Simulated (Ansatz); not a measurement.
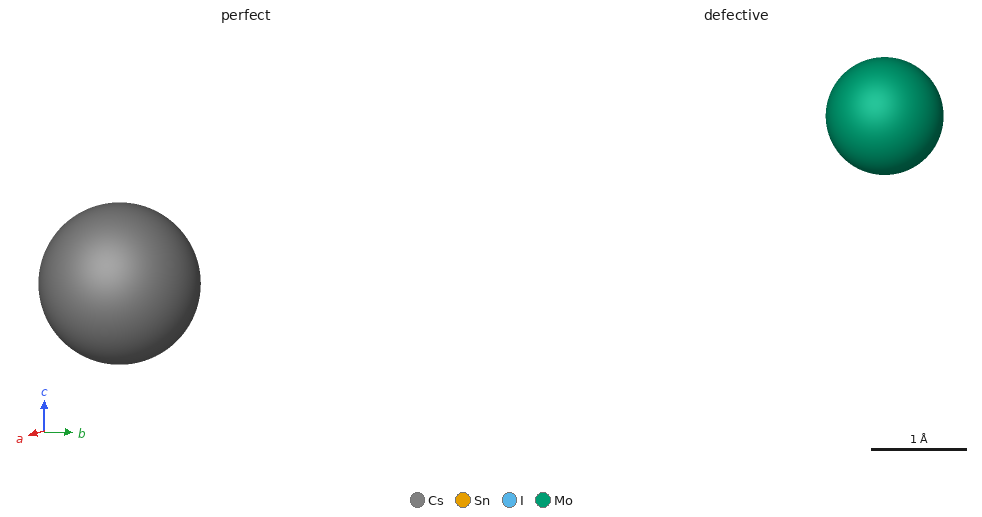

Left: perfect CsSnI$_{3}$. Right: the same region with one point defect, after relaxing the atoms in a supercell of 40 sites. Style: ball-and-stick. Shown: the atoms within 3.8 Å of one point, slightly off an axis.

Level of theory: Ansatz, DFT, PBEsol, PAW, plane waves. Set-up: plane-wave cutoff 420 eV; k-point mesh 1 × 1 × 1; mesh shifted by (0.25, 0.25, 0.25); collinear spin. Fermi-Dirac smearing of 0.01 eV. The axes drawn are those of the host's conventional cell.

> What kind of defect was made?

A caesium atom is replaced by molybdenum.

The charge state of the cell is 0.

> How does the lattice respond?

In the host the Cs atom has ; the Mo atom ends with 4 I at 2.75 to 3.02 Å, 1 Sn at 2.86 Å. Of the host's atoms, an iodine atom moves furthest from its site, by 1.70 Å. The Mo atom itself moves 3.39 Å from where it was put. The cell's net moment is 5.00 μB.
